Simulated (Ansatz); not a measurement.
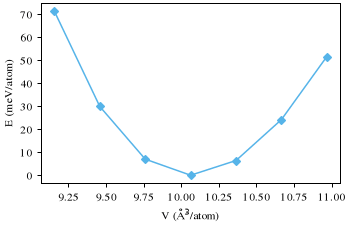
Figure. TiO in space group P-62m (No. 189; Ti on 2d, Ti on 1a, O on 3f) under volume change, DFT-PBEsol in the program Ansatz with PAW potentials, shape and atoms relaxed at each volume.

Q: What does a third-order Birch–Murnaghan fit give for V₀, B₀ and B′?

A: V₀ = 10.06 Å³/atom, B₀ = 237 GPa, B′ = 4.4.

The workflow started from a Materials Project entry (that database holds measured and hypothetical structures alike); the Crystallography Open Database copy checked does not list it. COD files the formula under space group No. 12, 225, so this cell is another polymorph or a model. Its standing as an ambient phase is unchecked. Symmetry was held in the PBEsol relaxation; of distortions, only those at the zone centre were tested. The run is not spin-polarised.

Potentials: the later of the program's two PAW sets.
